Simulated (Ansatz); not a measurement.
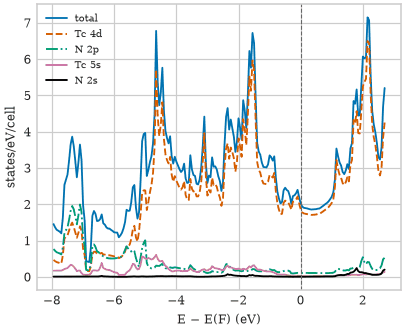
Figure. Total and projected density of states of Tc₃N in space group P-6m2 (No. 187; Tc on 1b, Tc on 2i, N on 1a), plane-wave PAW r²SCAN (Ansatz code)

Task: Which orbitals carry the states next to the Fermi level?

Result: Within 0.5 eV of the Fermi level: Tc 4d 91 %, N 2p 6 %. Projections are on Löwdin-orthogonalised atomic valence shells; empty p or d shells of many metals are not among them.

Task: Where is the tallest occupied peak in this window, and what makes it?

Result: Near -4.6 eV, about 6.8 states/eV per cell; the largest projected share is Tc 4d.

The first step of the workflow began from a Materials Project structure, measured or hypothetical; the Crystallography Open Database copy checked does not list it. Whether it is the stable phase at ambient conditions was not checked. The r²SCAN relaxation kept the symmetry of its start; its stability against distortions is not shown here. No spin polarisation was allowed. Spin–orbit coupling is left out wherever it is not named.

Potentials: the later of the program's two PAW sets.
